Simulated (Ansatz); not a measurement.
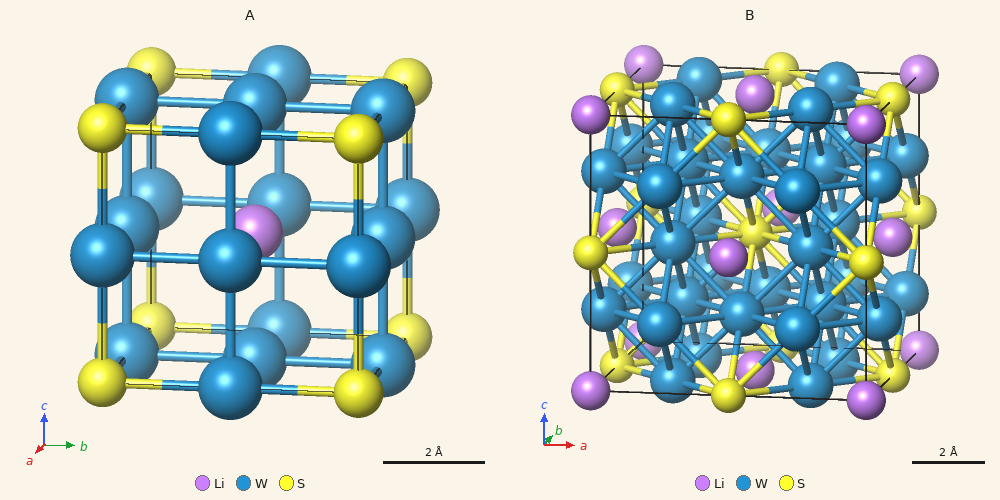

Two structures of LiW6S, each relaxed to rest (conventional cells in solid outline, small ones repeated, not to one scale). Method: DFT PBE, scalar-relativistic, plane waves, PAW (Ansatz 0.2.0), without spin polarisation.

> Describe A and B.

A: 8 atoms a cell on a primitive cubic lattice, Pm-3m. B: 32 atoms a cell on a face-centred cubic lattice, Fm-3m.

> Which has the lower energy, and by how much?

B is lower, by 688 meV/atom at this level of theory (energies at zero smearing). Volumes: A 17.2, B 15.4 Å³/atom.

One or both may be structure types tried for this composition rather than known phases.
